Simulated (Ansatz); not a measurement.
The relaxed structure here is a generated cell of BiB: the first start was made by placing the elements on the sites of a structure type, and the end was not matched to a known phase here, so it may be hypothetical.

The end point of a relaxation of BiB. Method: r2SCAN (plane waves to 500 eV, PAW, scalar-relativistic; Ansatz, an electronic-structure program).

P4₂/mnm (No. 136), tP8, AFLOW prototype AB_tP8_136_g_f (as in BeO); a = b = 6.709 Å, c = 3.877 Å, α = β = γ = 90.00°.

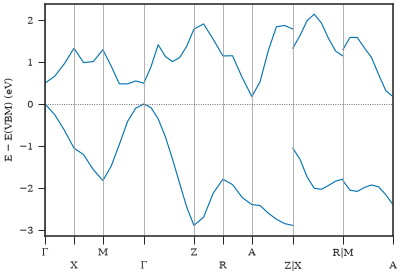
*Highest filled and lowest empty band along the path of this cell's Brillouin zone*

### Question
Read off the gap and say whether it is direct.

### Answer
0.18 eV, indirect (valence top at Γ, conduction bottom at A) (no spin-orbit coupling).

### Question
How far does the top valence band disperse along this path?

### Answer
About 2.9 eV.

No spin polarisation in the result. Without spin-orbit coupling the bands of the heavy element are not split, so the gap can be far off.

It was reached from a disturbed copy of a P6₃/mmc (No. 194) cell (NiAs type), against which it lies -0.47 eV/atom.
